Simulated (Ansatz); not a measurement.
The reference is ZnBr2 in the fluorite structure (space group Fm-3m, No. 225; a = 6.691 Å; a hypothetical phase, not in the database extracts checked). Axes: x, y, z lie along the cube axes.

Perturbation: tensor shear ε_xy = +0.69 % (engineering shear γ = 0.0138); the atoms relax in the strained cell.

Computed with r2SCAN, PAW, 500 eV (Ansatz, an electronic-structure program; without spin-orbit coupling).

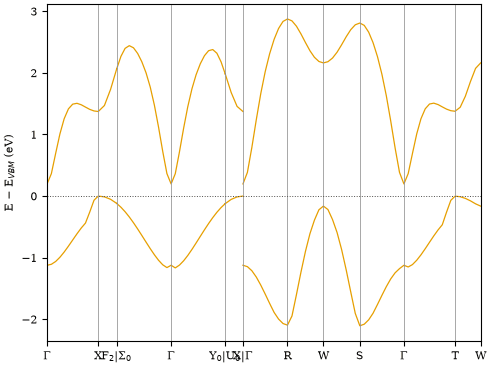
*Highest valence and lowest conduction band along the path of the changed cell's own zone*

The gap is 0.20 eV, indirect, X → Γ; the base has 0.19 eV.

Whether these cells are dynamically stable was not tested. Under tensor shear ε_xy = +0.69 % the cell ends below the base's energy or with stress of the wrong sign: the atoms slid into a distortion or the cell is elastically unstable, so the base is not a stable minimum at this level. The zero or small gap of ZnBr2 can change with the level of theory. Labels are those of the standard path for the cell's own space group.
